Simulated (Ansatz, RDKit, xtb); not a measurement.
# Isomers of C5H5FS, a sample narrowed down, part 2 of 2

A sample of isomers of C5H5FS is drawn. Aim: find which of them has the lowest free energy at 298.15 K, then its properties. The sample is small against all isomers, and the most stable one of this formula need not be in it.

xtb, Ansatz and PySCF; isolated molecules.

## 7. Harmonic analysis of the finalists

The lowest few go on as finalists. In this search the thermal terms come from GFN2-xTB at its own nearest minimum. The first, c176a:

Contents of start.xyz:

```xyz
12
c176a
C     -1.663074    -1.161856    -0.526328
C     -0.879109    -1.014747     0.732542
C      0.761180    -1.175842     2.623785
C     -0.204297    -0.229542     2.862124
C     -1.122328    -0.154676     1.779411
F     -2.155650     0.697111     1.779105
S      0.536568    -1.951883     1.097789
H     -2.075934    -2.177447    -0.641842
H     -2.503762    -0.453586    -0.506264
H     -1.056318    -0.945219    -1.420810
H      1.596698    -1.462819     3.261744
H     -0.270699     0.389542     3.757934
```

On the command line:

```sh
xtb start.xyz --gfn 2 --ohess tight
```

The log of the run, cut to the lines that bear on the results:

```text
* xtb version 6.7.1
[...]
          :  # basis functions                  39          :
[...]
          :  # electrons                        38          :
[...]
          :  Hamiltonian                  GFN2-xTB          :
[...]
          :  net charge                          0          :
          :  unpaired electrons                  0          :
[...]
   *** convergence criteria satisfied after 11 iterations ***
[...]
   *** GEOMETRY OPTIMIZATION CONVERGED AFTER 6 ITERATIONS ***
[...]
   *** convergence criteria satisfied after 3 iterations ***
[...]
         ::                     SUMMARY                     ::
         :::::::::::::::::::::::::::::::::::::::::::::::::::::
         :: total energy             -21.214073457580 Eh    ::
         :: gradient norm              0.000120669727 Eh/a0 ::
         :: HOMO-LUMO gap              3.818734155639 eV    ::
         ::.................................................::
         :: SCC energy               -21.470409451309 Eh    ::
         :: -> isotropic ES            0.012666176591 Eh    ::
         :: -> anisotropic ES         -0.000032194942 Eh    ::
         :: -> anisotropic XC          0.004064974136 Eh    ::
         :: -> dispersion             -0.009124511452 Eh    ::
         :: repulsion energy           0.256335993729 Eh    ::
         :: add. restraining           0.000000000000 Eh    ::
         :: total charge               0.000000000000 e     ::
         :::::::::::::::::::::::::::::::::::::::::::::::::::::
[...]
        19        2.0000           -0.3937952             -10.7157 (HOMO)
        20                         -0.2534592              -6.8970 (LUMO)
[...]
molecular dipole:
                 x           y           z       tot (Debye)
 q only:        0.407      -0.483      -0.234
   full:        0.324      -0.305      -0.060       1.141
molecular quadrupole (traceless):
[...]
          | TOTAL ENERGY              -21.214073457579 Eh   |
          | TOTAL ENTHALPY            -21.121918080665 Eh   |
          | TOTAL FREE ENERGY         -21.161034465604 Eh   |
          | GRADIENT NORM               0.000120727185 Eh/α |
[...]
```

Run time: 0.27 s. Hardware: 2 threads of Intel Xeon Platinum 8488C (Sapphire Rapids), shared host.

## 8. Zero-point energy and free-energy terms

As xtb prints them, at 298.15 K, with its own treatment of low modes:

```
label       SMILES     spin  lowest mode (cm⁻¹)  zero-point (kcal/mol)  G − E (kcal/mol)
c176a    Cc1sccc1F  singlet                  78                   52.9              33.3
c495a    Cc1cscc1F  singlet                  65                   52.9              33.2
c710a  Cc1cc(F)cs1  singlet                  61                   52.9              33.2
c007a    Cc1ccsc1F  singlet                  85                   53.0              33.4
c848a  Cc1csc(F)c1  singlet                  93                   53.0              33.4
```

## 9. Energies at the top level

Single points at CCSD(T)/def2-SVP + MP2/def2-TZVPP - MP2/def2-SVP on the refined geometries decide the order.

c176a, CCSD(T)/def2-SVP:

Contents of input.yaml:

```yaml
crystal:
  periodic: [false, false, false]
  atoms:
    - {symbol: C, position_ang: [-1.663074, -1.161856, -0.526328]}
    - {symbol: C, position_ang: [-0.879109, -1.014747, 0.732542]}
    - {symbol: C, position_ang: [0.761180, -1.175842, 2.623785]}
    - {symbol: C, position_ang: [-0.204297, -0.229542, 2.862124]}
    - {symbol: C, position_ang: [-1.122328, -0.154676, 1.779411]}
    - {symbol: F, position_ang: [-2.155650, 0.697111, 1.779105]}
    - {symbol: S, position_ang: [0.536568, -1.951883, 1.097789]}
    - {symbol: H, position_ang: [-2.075934, -2.177447, -0.641842]}
    - {symbol: H, position_ang: [-2.503762, -0.453586, -0.506264]}
    - {symbol: H, position_ang: [-1.056318, -0.945219, -1.420810]}
    - {symbol: H, position_ang: [1.596698, -1.462819, 3.261744]}
    - {symbol: H, position_ang: [-0.270699, 0.389542, 3.757934]}
basis:
  gaussian:
    orbitals: def2-SVP
correlation:
  method: ccsd_t
  frozen_orbitals: {C: 1, H: 0, S: 5, F: 1}
```

On the command line:

```sh
ansatz run input.yaml --threads 2 --pin off --max-ram 5220MiB --events-out events.jsonl --progress --plain --runs-dir runs
```

The log of the run, cut to the lines that bear on the results:

```text
Warning: RAYON_NUM_THREADS=2 ignored (pool sized by the plan → 2); use --threads N
Functional definition: HF
  name "HF"
[...]
1281 factors; integrals over basis functions are off by at most 1.5e-3 eV
[...]
mean field -18744.36718871 eV, -688.8427887965 hartree, gradient 3.9e-6 eV, S^2 0.000000; 0 other end points of the search recorded, 0 dependent functions left out; unrestricted orbitals would lower it
11 core orbitals not correlated: weight in the atoms' cores, before any rotation towards them, 1.000 or more for the frozen orbitals, at most 0.000 for the correlated occupied ones
reference -18744.36718871 eV, -688.8427887965 hartree; 19, 19 occupied and 97, 97 virtual orbitals, 1281 factors
second order -26.62918564 eV of doubles, -0.00000000 eV of singles
cycle   1  -26.91533726 eV  change   -2.9e-1 eV  update   1.3e-1
[...]
cycle  10  -27.79902691 eV  change    8.7e-6 eV  update   2.0e-5
perturbative correction -1.06343074 eV, -0.0390803588 hartree
Total energy: -18773.22964635 eV, -689.9034645513 hartree
```

Run time: 19 s. Hardware: 2 threads of Intel Xeon Platinum 8488C (Sapphire Rapids), shared host; peak memory 0.86 GiB.

## 10. c176a at MP2/def2-TZVPP

input.yaml, as its differences from that of step 9:

```diff
@@ -16,6 +16,3 @@
 basis:
-  gaussian:
-    orbitals: def2-SVP
-correlation:
-  method: ccsd_t
-  frozen_orbitals: {C: 1, H: 0, S: 5, F: 1}
+  gaussian: {orbitals: def2-TZVPP}
+correlation: {method: mp2, frozen_orbitals: {C: 1, H: 0, S: 5, F: 1}}
```

On the command line:

```sh
ansatz run input.yaml --threads 2 --pin off --max-ram 5220MiB --events-out events.jsonl --progress --plain --runs-dir runs
```

The log of the run:

```text
Warning: RAYON_NUM_THREADS=2 ignored (pool sized by the plan → 2); use --threads N
[... 2 set-up lines as earlier in the session ...]
  exchange = exact_x
  correlation = 0
1811 factors; integrals over basis functions are off by at most 1.1e-3 eV
mean field evaluation 1: about -18752.9675 eV, gradient 3.7e1 eV
mean field evaluation 2: about -18753.4073 eV, gradient 3.7e1 eV
mean field evaluation 4: about -18757.2687 eV, gradient 4.9e0 eV
mean field evaluation 8: about -18757.3619 eV, gradient 4.9e-1 eV
mean field evaluation 16: about -18757.3642 eV, gradient 2.9e-6 eV
mean field -18757.36420414 eV, -689.3204203041 hartree, gradient 2.9e-6 eV, S^2 0.000000; 0 other end points of the search recorded, 0 dependent functions left out; unrestricted orbitals would lower it
11 core orbitals not correlated: weight in the atoms' cores, before any rotation towards them, 1.000 or more for the frozen orbitals, at most 0.000 for the correlated occupied ones
reference -18757.36420414 eV, -689.3204203041 hartree; 19, 19 occupied and 268, 268 virtual orbitals, 1811 factors
second order -33.36274018 eV of doubles, -0.00000000 eV of singles
Total energy: -18790.72694432 eV, -690.5464783916 hartree
```

Run time: 10 s. Hardware: 2 threads of Intel Xeon Platinum 8488C (Sapphire Rapids), shared host; peak memory 0.92 GiB.

## 11. c495a at CCSD(T)/def2-SVP

Contents of input.yaml:

```yaml
crystal:
  periodic: [false, false, false]
  atoms:
    - {symbol: C, position_ang: [-1.173051, -1.045297, -0.424090]}
    - {symbol: C, position_ang: [-0.717045, -0.993713, 0.999093]}
    - {symbol: C, position_ang: [0.052249, -1.926277, 1.658396]}
    - {symbol: C, position_ang: [-0.542771, -0.030861, 3.154928]}
    - {symbol: C, position_ang: [-1.042128, 0.080336, 1.882476]}
    - {symbol: F, position_ang: [-1.785885, 1.110249, 1.464056]}
    - {symbol: S, position_ang: [0.359747, -1.492158, 3.300889]}
    - {symbol: H, position_ang: [-0.811364, -1.953969, -0.924740]}
    - {symbol: H, position_ang: [-2.273403, -1.030254, -0.488089]}
    - {symbol: H, position_ang: [-0.808553, -0.171426, -0.988489]}
    - {symbol: H, position_ang: [0.457821, -2.855579, 1.257369]}
    - {symbol: H, position_ang: [-0.662705, 0.661028, 3.986799]}
basis:
  gaussian:
    orbitals: def2-SVP
correlation:
  method: ccsd_t
  frozen_orbitals: {C: 1, H: 0, S: 5, F: 1}
magnetization:
  spin_polarized: false
  initial_magnetization: 0
```

On the command line:

```sh
ansatz run input.yaml --threads 2 --pin off --max-ram 5220MiB --events-out events.jsonl --progress --plain --runs-dir runs
```

The log of the run, cut to the lines that bear on the results:

```text
Warning: RAYON_NUM_THREADS=2 ignored (pool sized by the plan → 2); use --threads N
[... 2 set-up lines as earlier in the session ...]
[...]
1280 factors; integrals over basis functions are off by at most 1.2e-3 eV
[...]
mean field -18744.36837931 eV, -688.8428325505 hartree, gradient 4.0e-6 eV, S^2 0.000000; 0 other end points of the search recorded, 0 dependent functions left out; unrestricted orbitals would lower it
11 core orbitals not correlated: weight in the atoms' cores, before any rotation towards them, 1.000 or more for the frozen orbitals, at most 0.000 for the correlated occupied ones
reference -18744.36837931 eV, -688.8428325505 hartree; 19, 19 occupied and 97, 97 virtual orbitals, 1280 factors
second order -26.62391744 eV of doubles, -0.00000000 eV of singles
cycle   1  -26.91771801 eV  change   -2.9e-1 eV  update   1.3e-1
[...]
cycle  10  -27.79800295 eV  change    8.8e-6 eV  update   1.8e-5
perturbative correction -1.06176191 eV, -0.0390190304 hartree
Total energy: -18773.22814417 eV, -689.9034093472 hartree
```

It took 19 s on 2 threads of Intel Xeon Platinum 8488C (Sapphire Rapids), shared host; peak memory 0.86 GiB.

For c176a, c495a, c710a, c007a, c848a the log finds that unrestricted Hartree-Fock orbitals lie lower, a sign to watch the closed-shell reference there.

## 12. Free energies and the winner

Energies in kcal/mol from c495a; G adds the thermal terms to the CCSD(T)/def2-SVP + MP2/def2-TZVPP - MP2/def2-SVP energy. The columns left of the relaxed level are at the tight-binding geometries.

```
label       SMILES     spin  GFN2-xTB  HF/STO-3G  r2SCAN-D4/def2-SVP  r2SCAN-D4/def2-SVP, relaxed  HF/def2-SVP  MP2/def2-SVP  CCSD(T)/def2-SVP + MP2/def2-TZVPP - MP2/def2-SVP    G  share at equilibrium     T1
c495a    Cc1cscc1F  singlet       0.0        0.0                 0.0                          0.0          0.0           0.0                                               0.0  0.0                56.5 %  0.012
c176a    Cc1sccc1F  singlet       0.5        0.1                -0.2                         -0.1          0.0          -0.1                                               0.4  0.5                24.7 %  0.012
c710a  Cc1cc(F)cs1  singlet       0.1       -0.1                 0.4                          0.4          0.2           0.5                                               0.7  0.7                18.7 %  0.012
c007a    Cc1ccsc1F  singlet       2.8        0.6                 4.6                          4.0          4.5           4.1                                               4.2  4.4               < 0.1 %  0.012
c848a  Cc1csc(F)c1  singlet       2.0       -0.5                 4.2                          4.2          4.5           4.4                                               4.3  4.4               < 0.1 %  0.012
```

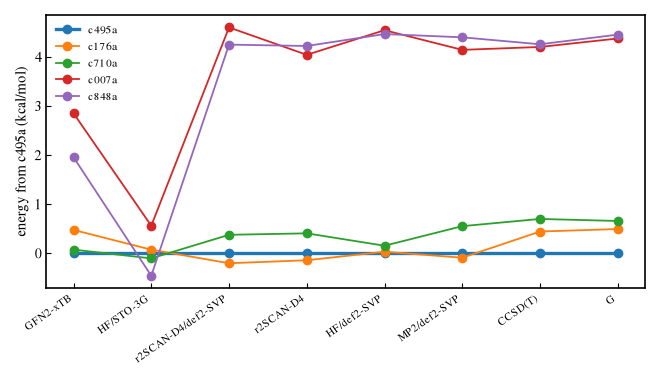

The finalists at each level, measured from c495a.

Lowest found: c495a, `Cc1cscc1F`, a singlet. Bond lengths: C1–C2 1.495 Å, C2–C3 1.377 Å, C2–C5 1.428 Å, C4–C5 1.371 Å, C5–F6 1.338 Å, C3–S7 1.726 Å, C4–S7 1.724 Å, C1–H8 1.099 Å, C1–H9 1.102 Å, C1–H10 1.102 Å, C3–H11 1.090 Å, C4–H12 1.089 Å. Some angles: C1–C2–C3 127.1°, C1–C2–C5 123.0°, C3–C2–C5 109.9°, C2–C3–S7 112.6°, C2–C5–C4 115.5°, C2–C5–F6 120.8°, C4–C5–F6 123.7°, C5–C4–S7 109.8°, C3–S7–C4 92.3°, C2–C1–H8 111.2°.

```xyz
12

C    -1.1731   -1.0453   -0.4241
C    -0.7170   -0.9937    0.9991
C     0.0522   -1.9263    1.6584
C    -0.5428   -0.0309    3.1549
C    -1.0421    0.0803    1.8825
F    -1.7859    1.1102    1.4641
S     0.3597   -1.4922    3.3009
H    -0.8114   -1.9540   -0.9247
H    -2.2734   -1.0303   -0.4881
H    -0.8086   -0.1714   -0.9885
H     0.4578   -2.8556    1.2574
H    -0.6627    0.6610    3.9868
```

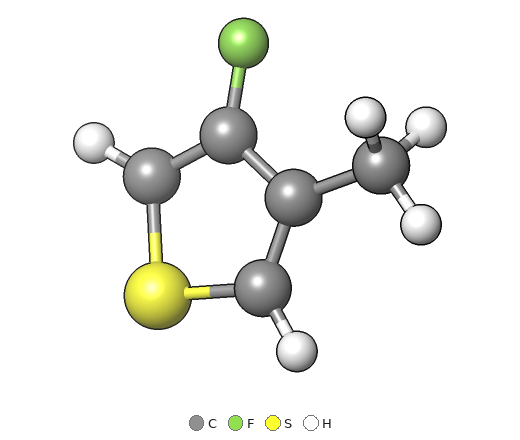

The lowest structure found, seen from a chosen angle (carbon grey, fluorine green, sulfur yellow, hydrogen white).

## 13. Outcome

What follows sums up all 2 parts.

| quantity | value |
| --- | --- |
| lowest structure found | Cc1cscc1F, singlet |
| next finalist | Cc1sccc1F, singlet, 0.5 kcal/mol higher in G |
| share at equilibrium, among the finalists | 56.5 % |
| funnel | 5 starts, 5 minima at GFN2-xTB from these starts (8 with those found later), 8 screening runs, 5 relaxed, 5 ranked |
| CPU time of all runs | 8.9 min |

The search ends on `Cc1cscc1F`. Its margin of 0.5 kcal/mol is inside the likely error of CCSD(T)/def2-SVP + MP2/def2-TZVPP - MP2/def2-SVP with harmonic terms (about 1.5 kcal/mol), so the order of the first two is not settled. GFN2-xTB and HF/def2-SVP already put its bonding pattern lowest among the structures in one piece; HF/STO-3G favours the singlet Cc1csc(F)c1; r2SCAN-D4/def2-SVP, r2SCAN-D4/def2-SVP, relaxed and MP2/def2-SVP favour the singlet Cc1sccc1F. The largest share of the time went into the final energies (53 % of the CPU time that the search's summary counts). The search is not exhaustive (a finite list of starts, one conformer a finalist), so a lower isomer can't be ruled out. Only 5 drawn patterns were tried, so whole families of isomers are missing, and the result ranks this sample alone.
